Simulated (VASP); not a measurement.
Band structure of CdS (zinc blende). All values below come from PBEsol GGA with spin-orbit coupling, VASP's PBE PAW potentials (set 64) (plane waves; VASP).

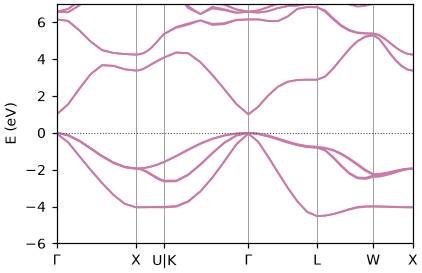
Fig. 1. Bands along high-symmetry lines, zero at the valence-band maximum or, without a gap, the Fermi level

Question: Read the plot: is there a gap, and where are the band edges?

Answer: The gap is direct, 1.00 eV, from the valence maximum at Γ to the conduction minimum at Γ.

Measured: gap 2.48 eV at 4 K (computed value off by -1.48 eV), as given by arXiv:1206.3780.

The compound is CdS in the zinc blende structure, a metastable form; wurtzite is the usual one. It was relaxed first.
